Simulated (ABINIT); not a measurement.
# A GW chain in ABINIT: Ba2TaBiO6 (R-3), part 2 of 3

Wanted: ground state, empty states, screening and self-energy for Ba2TaBiO6 (R-3).

ABINIT 10.8.3; LDA and many-body steps on it, plane waves. Known limits of the many-body steps: not at the basis limit; no spin-orbit coupling; coarse k mesh.

So far. Step 2 (Ground state): The gap is indirect, with the least direct gap 0.03 eV higher.

**3. Bands along the symmetry lines**

Level of this step: DFT, LDA, plane waves, norm-conserving pseudopotentials (ABINIT).

The cheap functional maps the bands first; the places of the edges decide which points the dearer methods must see.

Input file run.abi:

```
acell 3*1.0 Angstrom
rprim 
  3.075626834241 1.775713980676 4.956223105800
  -3.075626834241 1.775713980676 4.956223105800
  0.000000000000 -3.551427961352 4.956223105800
ntypat 4
znucl 56 73 83 8
natom 10
typat 1 1 2 3 4 4 4 4 4 4
xred 
  0.748816000000 0.748816000000 0.748816000000
  0.251184000000 0.251184000000 0.251184000000
  0.500000000000 0.500000000000 0.500000000000
  0.000000000000 0.000000000000 0.000000000000
  0.725510000000 0.218856000000 0.322035000000
  0.218856000000 0.322035000000 0.725510000000
  0.322035000000 0.725510000000 0.218856000000
  0.274490000000 0.781144000000 0.677965000000
  0.677965000000 0.274490000000 0.781144000000
  0.781144000000 0.677965000000 0.274490000000
pp_dirpath "pseudos"
pseudos "Ba.upf, Ta.upf, Bi.upf, O.upf"
ecut 62
iscf -2
irdden 1
kptopt 0
nkpt 24
kpt 
  0.00000000 0.00000000 0.00000000
  0.16666667 0.16666667 0.16666667
  0.33333333 0.33333333 0.33333333
  0.50000000 0.50000000 0.50000000
  0.58258571 0.41741429 0.50000000
  0.66517141 0.33482859 0.50000000
  0.74775712 0.25224288 0.50000000
  0.50000000 -0.25224288 0.25224288
  0.50000000 -0.16816192 0.16816192
  0.50000000 -0.08408096 0.08408096
  0.50000000 0.00000000 0.00000000
  0.33333333 0.00000000 0.00000000
  0.16666667 0.00000000 0.00000000
  0.00000000 0.00000000 0.00000000
  0.12537381 -0.12537381 0.00000000
  0.25074763 -0.25074763 0.00000000
  0.37612144 -0.37612144 -0.00000000
  0.62387856 0.00000000 0.37612144
  0.58258571 0.00000000 0.41741429
  0.54129285 0.00000000 0.45870715
  0.50000000 0.00000000 0.50000000
  0.33333333 0.00000000 0.33333333
  0.16666667 0.00000000 0.16666667
  0.00000000 0.00000000 0.00000000
istwfk *1
nband 60
nbdbuf 2
tolwfr 1e-08
nstep 40
prtwf 0
prtvol 0
indata_prefix "in"
outdata_prefix "out"
tmpdata_prefix "tmp"
```

Started as:

```bash
$ OMP_NUM_THREADS=1 mpirun -n 4 abinit run.abi > log
```

Numbers of over 12 decimals in the logs are rounded to 6 here.

Output:

```text
.Version 10.8.3 of ABINIT. v10.8.2 released Aug 2026.

 Symmetries : space group R-3 (#148); Bravais hR (rhombohedral)
[... echo of the input left out ...]
== DATASET  1 ==================================================================
-   mpi_nproc: 4, omp_nthreads: 1 (-1 if OMP is not activated)

--- !DatasetInfo
iteration_state: {dtset: 1, }
dimensions: {natom: 10, nkpt: 24, mband: 60, nsppol: 1, nspinor: 1, nspden: 1, mpw: 25617, }
cutoff_energies: {ecut:  62.0, pawecutdg:  -1.0, }
electrons: {nelect:   1.06000000E+02, charge:   0.00000000E+00, occopt:   1.00000000E+00, tsmear:   1.00000000E-02, }

 Real(R)+Recip(G) space primitive vectors, cartesian coordinates (Bohr,Bohr^-1):
 R(1)=  5.8120924  3.3556131  9.3659043  G(1)=  0.0860275  0.0496680  0.0355901
 R(2)= -5.8120924  3.3556131  9.3659043  G(2)= -0.0860275  0.0496680  0.0355901
 R(3)=  0.0000000 -6.7112262  9.3659043  G(3)=  0.0000000 -0.0993360  0.0355901
 Unit cell volume ucvol=  1.0959869E+03 bohr^3
 Angles (23,13,12)=  6.05865505E+01  6.05865505E+01  6.05865505E+01 degrees

 getcut: wavevector=  0.0000  0.0000  0.0000  ngfft=  90  90  90
         ecut(hartree)=     62.000   => boxcut(ratio)=   2.20368

 getcut : COMMENT -
  Note that boxcut > 2.2 ; recall that boxcut=Gcut(box)/Gcut(sphere) = 2
  is sufficient for exact treatment of convolution.
  Such a large boxcut is a waste : you could raise ecut
  e.g. ecut=   75.271300 Hartrees makes boxcut=2

--- Pseudopotential description ------------------------------------------------
- Ba Generated using ONCVPSP code by D. R. Hamann
- 56.00000  10.00000  180309                  znucl, zion, pspdat
12 -1012 2 -1 1912                            pspcod,pspxc,lmax,lloc,mmax
     nproj     2     2     2     0
  pspatm : epsatm=   25.95172157
         --- l  ekb(1:nproj) -->
             0    6.668455    0.685657
             1    5.046948    0.410312
             2    2.551809    0.419281
 pspatm: atomic psp has been read  and splines computed

- Ta Generated using ONCVPSP code by D. R. Hamann
- 73.00000  27.00000  180309                  znucl, zion, pspdat
12 -1012 3 -1 1432                            pspcod,pspxc,lmax,lloc,mmax
     nproj     2     2     2     2
  pspatm : epsatm=   47.13858445
         --- l  ekb(1:nproj) -->
[...]
pspatm: atomic psp has been read  and splines computed

- Bi Generated using ONCVPSP code by D. R. Hamann
- 83.00000  23.00000  180309                  znucl, zion, pspdat
12 -1012 2 -1 1454                            pspcod,pspxc,lmax,lloc,mmax
     nproj     2     2     2     0
  pspatm : epsatm=   28.50282335
         --- l  ekb(1:nproj) -->
[...]
pspatm: atomic psp has been read  and splines computed

- O Generated using ONCVPSP code by D. R. Hamann
-  8.00000   6.00000  201201                  znucl, zion, pspdat
12 -1012 2 -1 926                             pspcod,pspxc,lmax,lloc,mmax
[...]
Non-SCF case, kpt   24 (  0.00000  0.00000  0.00000), residuals and eigenvalues=
[...]
1.8294E-01  1.8568E-01  1.9523E-01  1.9523E-01  2.0975E-01  3.5481E-01
  3.6153E-01  3.6341E-01  3.6341E-01  3.7370E-01  3.7370E-01  3.8560E-01

--- !ResultsGS
iteration_state: {dtset: 1, }
comment   : Summary of ground state results
lattice_vectors:
- [  5.8120924,   3.3556131,   9.3659043, ]
- [ -5.8120924,   3.3556131,   9.3659043, ]
- [  0.0000000,  -6.7112262,   9.3659043, ]
lattice_lengths: [  11.52218,   11.52218,   11.52218, ]
lattice_angles: [ 60.587,  60.587,  60.587, ] # degrees, (23, 13, 12)
lattice_volume:   1.0959869E+03
convergence: {deltae:  0.000E+00, res2:  0.000E+00, residm:  9.958E-09, diffor:  0.000E+00, }
etotal    :  -7.12426835E+02
entropy   :   0.00000000E+00
fermie    :   2.38607791E-01
cartesian_stress_tensor: null
pressure_GPa: null
xred      :
- [  7.4882E-01,   7.4882E-01,   7.4882E-01, Ba]
- [  2.5118E-01,   2.5118E-01,   2.5118E-01, Ba]
- [  5.0000E-01,   5.0000E-01,   5.0000E-01, Ta]
- [  0.0000E+00,   0.0000E+00,   0.0000E+00, Bi]
- [  7.2551E-01,   2.1886E-01,   3.2203E-01,  O]
- [  2.1886E-01,   3.2204E-01,   7.2551E-01,  O]
- [  3.2203E-01,   7.2551E-01,   2.1886E-01,  O]
- [  2.7449E-01,   7.8114E-01,   6.7797E-01,  O]
- [  6.7797E-01,   2.7449E-01,   7.8114E-01,  O]
- [  7.8114E-01,   6.7797E-01,   2.7449E-01,  O]
cartesian_forces: null
force_length_stats: {min: null, max: null, mean: null, }

 Integrated electronic density in atomic spheres:
 ------------------------------------------------
 Atom  Sphere_radius  Integrated_density
[...]
================================================================================

 ----iterations are completed or convergence reached----

 Mean square residual over all n,k,spin=   57.306E-10; max=  99.585E-10
 reduced coordinates (array xred) for   10 atoms
[...]
0.677965000000      0.274490000000      0.781144000000
       0.781144000000      0.677965000000      0.274490000000

 cartesian coordinates (angstrom) at end:
[...]
length scales=  1.889726125908  1.889726125908  1.889726125908 bohr
              =  1.000000000000  1.000000000000  1.000000000000 angstroms
 prteigrs : about to open file out_EIG
 Eigenvalues (hartree) for nkpt=  24  k points:
 kpt#   1, nband= 60, wtk=  1.00000, kpt=  0.0000  0.0000  0.0000 (reduced coord)
[...]
kpt#   2, nband= 60, wtk=  1.00000, kpt=  0.1667  0.1667  0.1667 (reduced coord)
[...]
kpt#   3, nband= 60, wtk=  1.00000, kpt=  0.3333  0.3333  0.3333 (reduced coord)
[...]
kpt#  23, nband= 60, wtk=  1.00000, kpt=  0.1667  0.0000  0.1667 (reduced coord)
[...]
0.36746    0.38233    0.38676    0.39812
 kpt#  24, nband= 60, wtk=  1.00000, kpt=  0.0000  0.0000  0.0000 (reduced coord)
[...]
0.10762    0.10782    0.10782    0.15646    0.16513    0.17101    0.17101    0.18294
   0.18294    0.18568    0.19523    0.19523    0.20975    0.35481    0.36153    0.36341
   0.36341    0.37370    0.37370    0.38560

== END DATASET(S) ==============================================================
================================================================================

 -outvars: echo values of variables after computation  --------
            nband          60
             nkpt          24
          spgroup         148
 [... the other variables as echoed above ...]

 Calculation completed.
```

Wall time 11 min (4 MPI ranks of Arm Neoverse V1, shared host); peak memory 1.2 GiB.

Numbers from this step:

- gap: 2.549 eV
- k of the valence top: 0.5, 0.5, 0.5
- k of the conduction bottom: 0.5, 0, 0
- least direct gap: 2.577 eV

The gap is 2.549 eV, as in the run before at this level.

Electronic bands along the path, in eV, zero at the top of the highest filled band:

```csv
point,band 50,band 51,band 52,band 53,band 54,band 55,band 56,band 57
Γ,-1.44,-1.18,-1.18,-0.79,3.16,3.34,3.40,3.40
T,-1.56,-1.56,-1.53,0.00,2.68,3.14,3.14,4.10
H2,-1.68,-1.31,-1.30,-0.75,3.32,3.39,3.90,4.07
jump to H0,-1.68,-1.31,-1.30,-0.75,3.32,3.39,3.90,4.07
L,-1.41,-1.40,-1.26,-0.03,2.55,2.92,3.44,3.83
Γ,-1.44,-1.18,-1.18,-0.79,3.16,3.34,3.40,3.40
S0,-1.54,-1.51,-1.36,-0.85,3.15,3.67,3.81,4.23
jump to S2,-1.54,-1.51,-1.36,-0.85,3.15,3.67,3.81,4.23
F,-1.73,-1.67,-1.63,-0.91,3.22,4.05,4.09,4.35
Γ,-1.44,-1.18,-1.18,-0.79,3.16,3.34,3.40,3.40
```

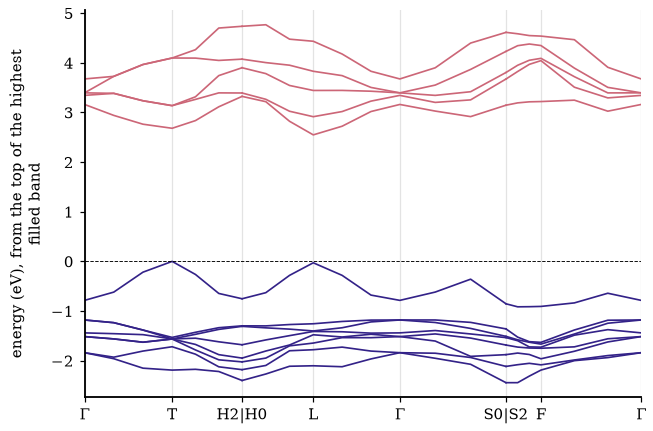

Electronic bands along the path; lines of filled and empty bands in two colours.

**4. Empty states on the mesh, 2×2×2 mesh, 274 bands**

The sums over transitions need many empty states on a uniform mesh; this step solves for them.

Input file run.abi:

```
acell 3*1.0 Angstrom
rprim 
  3.075626834241 1.775713980676 4.956223105800
  -3.075626834241 1.775713980676 4.956223105800
  0.000000000000 -3.551427961352 4.956223105800
ntypat 4
znucl 56 73 83 8
natom 10
typat 1 1 2 3 4 4 4 4 4 4
xred 
  0.748816000000 0.748816000000 0.748816000000
  0.251184000000 0.251184000000 0.251184000000
  0.500000000000 0.500000000000 0.500000000000
  0.000000000000 0.000000000000 0.000000000000
  0.725510000000 0.218856000000 0.322035000000
  0.218856000000 0.322035000000 0.725510000000
  0.322035000000 0.725510000000 0.218856000000
  0.274490000000 0.781144000000 0.677965000000
  0.677965000000 0.274490000000 0.781144000000
  0.781144000000 0.677965000000 0.274490000000
pp_dirpath "pseudos"
pseudos "Ba.upf, Ta.upf, Bi.upf, O.upf"
ecut 62
ngkpt 2 2 2
nshiftk 1
shiftk 0 0 0
kptopt 1
chksymbreak 0
iscf -2
irdden 1
istwfk *1
nband 274
nbdbuf 24
tolwfr 1e-09
nstep 60
prtvol 0
indata_prefix "in"
outdata_prefix "out"
tmpdata_prefix "tmp"
```

Output:

```text
.Version 10.8.3 of ABINIT. v10.8.2 released Aug 2026.

 Symmetries : space group R-3 (#148); Bravais hR (rhombohedral)
[... echo of the input left out ...]
== DATASET  1 ==================================================================
-   mpi_nproc: 4, omp_nthreads: 1 (-1 if OMP is not activated)

--- !DatasetInfo
iteration_state: {dtset: 1, }
dimensions: {natom: 10, nkpt: 4, mband: 274, nsppol: 1, nspinor: 1, nspden: 1, mpw: 25587, }
cutoff_energies: {ecut:  62.0, pawecutdg:  -1.0, }
electrons: {nelect:   1.06000000E+02, charge:   0.00000000E+00, occopt:   1.00000000E+00, tsmear:   1.00000000E-02, }

 Real(R)+Recip(G) space primitive vectors, cartesian coordinates (Bohr,Bohr^-1):
 R(1)=  5.8120924  3.3556131  9.3659043  G(1)=  0.0860275  0.0496680  0.0355901
 R(2)= -5.8120924  3.3556131  9.3659043  G(2)= -0.0860275  0.0496680  0.0355901
 R(3)=  0.0000000 -6.7112262  9.3659043  G(3)=  0.0000000 -0.0993360  0.0355901
 Unit cell volume ucvol=  1.0959869E+03 bohr^3
 Angles (23,13,12)=  6.05865505E+01  6.05865505E+01  6.05865505E+01 degrees

 getcut: wavevector=  0.0000  0.0000  0.0000  ngfft=  90  90  90
         ecut(hartree)=     62.000   => boxcut(ratio)=   2.20368

 getcut : COMMENT -
  Note that boxcut > 2.2 ; recall that boxcut=Gcut(box)/Gcut(sphere) = 2
  is sufficient for exact treatment of convolution.
  Such a large boxcut is a waste : you could raise ecut
  e.g. ecut=   75.271300 Hartrees makes boxcut=2

--- Pseudopotential description ------------------------------------------------
- Ba Generated using ONCVPSP code by D. R. Hamann
- 56.00000  10.00000  180309                  znucl, zion, pspdat
12 -1012 2 -1 1912                            pspcod,pspxc,lmax,lloc,mmax
     nproj     2     2     2     0
  pspatm : epsatm=   25.95172157
         --- l  ekb(1:nproj) -->
             0    6.668455    0.685657
             1    5.046948    0.410312
             2    2.551809    0.419281
 pspatm: atomic psp has been read  and splines computed

- Ta Generated using ONCVPSP code by D. R. Hamann
- 73.00000  27.00000  180309                  znucl, zion, pspdat
12 -1012 3 -1 1432                            pspcod,pspxc,lmax,lloc,mmax
     nproj     2     2     2     2
  pspatm : epsatm=   47.13858445
         --- l  ekb(1:nproj) -->
[...]
pspatm: atomic psp has been read  and splines computed

- Bi Generated using ONCVPSP code by D. R. Hamann
- 83.00000  23.00000  180309                  znucl, zion, pspdat
12 -1012 2 -1 1454                            pspcod,pspxc,lmax,lloc,mmax
     nproj     2     2     2     0
  pspatm : epsatm=   28.50282335
         --- l  ekb(1:nproj) -->
[...]
pspatm: atomic psp has been read  and splines computed

- O Generated using ONCVPSP code by D. R. Hamann
-  8.00000   6.00000  201201                  znucl, zion, pspdat
12 -1012 2 -1 926                             pspcod,pspxc,lmax,lloc,mmax
[...]
1.76E-03  5.74E-04
 -5.3787E+00 -3.0988E+00 -3.0984E+00 -3.0984E+00 -2.2599E+00 -1.0313E+00
 -1.0308E+00 -1.0308E+00 -7.2773E-01 -7.2434E-01 -5.7752E-01 -5.7752E-01
 -5.7490E-01 -5.7431E-01 -5.7431E-01 -4.8801E-01 -4.8633E-01 -4.8633E-01
[...]
2.4198E+00  2.4198E+00  2.4322E+00  2.4322E+00  2.4493E+00  2.4493E+00
  2.4541E+00  2.4930E+00  2.4937E+00  2.4955E+00  2.4982E+00  2.5089E+00
  2.5093E+00  2.5119E+00  2.5188E+00  2.5296E+00
 prteigrs : prtvol=0 or 1, do not print more k-points.

--- !ResultsGS
iteration_state: {dtset: 1, }
comment   : Summary of ground state results
lattice_vectors:
- [  5.8120924,   3.3556131,   9.3659043, ]
- [ -5.8120924,   3.3556131,   9.3659043, ]
- [  0.0000000,  -6.7112262,   9.3659043, ]
lattice_lengths: [  11.52218,   11.52218,   11.52218, ]
lattice_angles: [ 60.587,  60.587,  60.587, ] # degrees, (23, 13, 12)
lattice_volume:   1.0959869E+03
convergence: {deltae:  0.000E+00, res2:  0.000E+00, residm:  9.954E-10, diffor:  0.000E+00, }
etotal    :  -7.12426835E+02
entropy   :   0.00000000E+00
fermie    :   2.38607791E-01
cartesian_stress_tensor: null
pressure_GPa: null
xred      :
- [  7.4882E-01,   7.4882E-01,   7.4882E-01, Ba]
- [  2.5118E-01,   2.5118E-01,   2.5118E-01, Ba]
- [  5.0000E-01,   5.0000E-01,   5.0000E-01, Ta]
- [  0.0000E+00,   0.0000E+00,   0.0000E+00, Bi]
- [  7.2551E-01,   2.1886E-01,   3.2203E-01,  O]
- [  2.1886E-01,   3.2204E-01,   7.2551E-01,  O]
- [  3.2203E-01,   7.2551E-01,   2.1886E-01,  O]
- [  2.7449E-01,   7.8114E-01,   6.7797E-01,  O]
- [  6.7797E-01,   2.7449E-01,   7.8114E-01,  O]
- [  7.8114E-01,   6.7797E-01,   2.7449E-01,  O]
cartesian_forces: null
force_length_stats: {min: null, max: null, mean: null, }

 Integrated electronic density in atomic spheres:
 ------------------------------------------------
 Atom  Sphere_radius  Integrated_density
[...]
================================================================================

 ----iterations are completed or convergence reached----

 Mean square residual over all n,k,spin=   47.189E-11; max=  99.544E-11
 reduced coordinates (array xred) for   10 atoms
[...]
0.677965000000      0.274490000000      0.781144000000
       0.781144000000      0.677965000000      0.274490000000

 cartesian coordinates (angstrom) at end:
    1     -0.000000     0.000000    11.133897
    2     -0.000000    -0.000000     3.734772
[...]
9      1.240939    -1.082889     8.592103
   10      0.317340     1.616129     8.592103
 length scales=  1.889726125908  1.889726125908  1.889726125908 bohr
              =  1.000000000000  1.000000000000  1.000000000000 angstroms
 prteigrs : about to open file out_EIG
 Eigenvalues (hartree) for nkpt=   4  k points:
 kpt#   1, nband=274, wtk=  0.12500, kpt=  0.0000  0.0000  0.0000 (reduced coord)
[...]
2.41249    2.41652    2.41976    2.41976    2.43218    2.43218    2.44926    2.44926
   2.45406    2.49297    2.49366    2.49549    2.49824    2.50886    2.50933    2.51191
   2.51882    2.52964
 prteigrs : prtvol=0 or 1, do not print more k-points.

== END DATASET(S) ==============================================================
================================================================================

 -outvars: echo values of variables after computation  --------
            nband         274
             nkpt           4
          spgroup         148
 [... the other variables as echoed above ...]

 Calculation completed.
```

Elapsed: 8.4 min, on 4 MPI ranks; peak memory 1.2 GiB; 34 min of CPU time.

Numbers from this step:

| Quantity | Value |
| --- | --- |
| gap | 2.549 eV |
| k of the valence top | 0.5, 0.5, 0.5 |
| k of the conduction bottom | 0.5, 0, 0 |
| least direct gap | 2.577 eV |
| k points computed | 4 |
| lowest point of the top converged band, above the valence top | 57.0432 eV |

On this mesh the gap is 2.549 eV.

**5. Screening, 2×2×2 mesh, 250 bands, screening to 130.6 eV**

The RPA dielectric matrix is built and inverted for each q.

This step: RPA screening on LDA, plane waves, norm-conserving pseudopotentials.

Changes to run.abi since step 4:

```diff
@@ -28,10 +28,11 @@
 chksymbreak 0
-iscf -2
-irdden 1
 istwfk *1
-nband 274
-nbdbuf 24
-tolwfr 1e-09
-nstep 60
-prtvol 0
+occopt 1
+irdwfk 1
+optdriver 3
+nband 250
+ecuteps 4.8
+inclvkb 2
+awtr 1
+symchi 1
 indata_prefix "in"
```

Output:

```text
.Version 10.8.3 of ABINIT. v10.8.2 released Aug 2026.

 Symmetries : space group R-3 (#148); Bravais hR (rhombohedral)
[... echo of the input left out ...]
== DATASET  1 ==================================================================
-   mpi_nproc: 4, omp_nthreads: 1 (-1 if OMP is not activated)

--- !DatasetInfo
iteration_state: {dtset: 1, }
dimensions: {natom: 10, nkpt: 4, mband: 250, nsppol: 1, nspinor: 1, nspden: 1, mpw: 25587, }
cutoff_energies: {ecut:  62.0, pawecutdg:  -1.0, }
electrons: {nelect:   1.06000000E+02, charge:   0.00000000E+00, occopt:   1.00000000E+00, tsmear:   1.00000000E-02, }

 SCREENING: Calculation of the susceptibility and dielectric matrices

 Based on a program developped by R.W. Godby, V. Olevano, G. Onida, and L. Reining.
 Incorporated in ABINIT by V. Olevano, G.-M. Rignanese, and M. Torrent.
.Using double precision arithmetic ; gwpc =  8

[... cell and pseudopotentials left out ...]
--------------------------------------------------------------------------------

 ==== K-mesh for the wavefunctions ====
 Number of points in the irreducible wedge :     4
[... list of points left out ...]
 Together with  6 symmetry operations and time-reversal symmetry
 yields     8 points in the full Brillouin Zone.

 ==== Q-mesh for the screening function ====
 Number of points in the irreducible wedge :     4
[... list of points left out ...]
 Together with  6 symmetry operations and time-reversal symmetry
 yields     8 points in the full Brillouin Zone.

 setmesh: FFT mesh size selected  =    54x   54x   54
          total number of points  =       157464

 vcoul_init : cutoff-mode = AUXILIARY_FUNCTION
 q-points for optical limit:   1
     1)      0.000010    0.000020    0.000030

- screening: taking advantage of time-reversal symmetry
- Maximum band index for partially occupied states nbvw = 53
- Remaining bands to be divided among processors   nbcw = 197
- Number of bands treated by each node ~49

 Number of electrons calculated from density =  106.0000; Expected =  106.0000
 average of density, n =  0.096716
 r_s =    1.3515
 omega_plasma =   29.9989 [eV]

 calculating chi0 at frequencies [eV] :
  1    0.000000E+00    0.000000E+00
  2    0.000000E+00    2.999894E+01

--------------------------------------------------------------------------------
  q-point number  1        q = ( 0.000000, 0.000000, 0.000000) [r.l.u.]
--------------------------------------------------------------------------------
[... chi0 elements left out ...]
 For q-point:  0.000010 0.000020 0.000030
  dielectric constant =   6.6089
  dielectric constant without local fields =   7.2138

  Average fulfillment of the sum rule on Im[epsilon] for q-point    1 :     59.81  [%]
[... wings left out ...]
  q-point number  2        q = ( 0.500000, 0.000000, 0.000000) [r.l.u.]
--------------------------------------------------------------------------------
[... chi0 elements left out ...]
  Average fulfillment of the sum rule on Im[epsilon] for q-point    2 :     64.74  [%]

 [... 2 further q-points ...]
```

It took 8.4 min on 4 MPI ranks; peak memory 6.9 GiB.

This step gave:

| Item | Value |
| --- | --- |
| ε∞ with local fields, on this mesh, along the program's q direction | 6.609 |
| the same without local fields | 7.214 |
| plasma frequency | 30.00 eV |
| plane waves in the screening matrix | 537 |

Local fields lower ε∞ by 8 %. On a Γ-centred mesh this coarse the value itself is usually too large, while a short band sum pulls it down.

[end of part 2 of 3]

[Paths, hosts, dates, memory and timing lines, banners, echoed tables and standing remarks are left out of the program output.]

[Logs are printed without paths, hosts, clocks, repeated set-up lines and the standing remarks that a program may print on its own settings, such as how far it seeks lower states.]

[Runs of the session that timed out or met a known fault of the program may be left out.]

[Hosts, paths, dates, database ids (printed as entryN), source tags and the programs' standing remarks are cut or masked in the printed files.]

[G0W0 gaps are taken among the corrected bands and points alone; a level outside them can change the order at an edge.]

[Where Ansatz stands beside ABINIT at settings called matched, ABINIT's density can come from a denser mesh and the files from another edition; pairs whose starting gaps differed by over 0.03 eV were left out, so agreement reads better than it is.]
